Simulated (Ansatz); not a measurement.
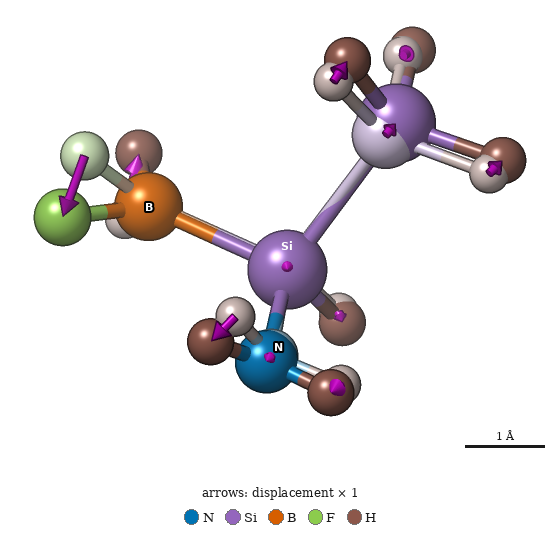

This is a relaxation of BSi2NH7F (coarse preliminary run). The starting structure is drawn faded, the final one solid; purple arrows show the displacements, at their true length. The two geometries are superimposed by the best rigid fit.

The picture is a ball-and-stick view, seen at a tilt.

The start comes from a force field.

All numbers below come from RKS PBE-D4/def2-SVP in Ansatz 0.2.0. (force threshold 0.03 eV/Å; at most 200 steps)

> What did the optimiser do to the structure, and how much energy did it gain?

The energy falls by 0.606 eV in 14 accepted moves (15 points after the start). The largest force component goes from 2.2 to 0.017 eV/Å. The line search rejected the trial step at point 9 of the run. The atom that moves furthest after the best rigid fit is an H atom (0.87 Å). By element the largest moves are H 0.87 Å, F 0.84 Å, Si 0.22 Å, N 0.13 Å, B 0.08 Å. Among the contacts that change: Si–Si 2.202 → 2.381 Å, H–Si 1.440 → 1.510 Å, B–F 1.394 → 1.336 Å, B–H 1.169 → 1.225 Å. Among the angles between lasting bonds that change: N–Si–Si 107.9° → 115.7°, Si–N–H 108.7° → 115.8°, Si–N–H 111.7° → 118.5°. Groups turn about B–Si by about 50°. The run took 21 s on 4 threads of Arm Neoverse V2 (shared host).
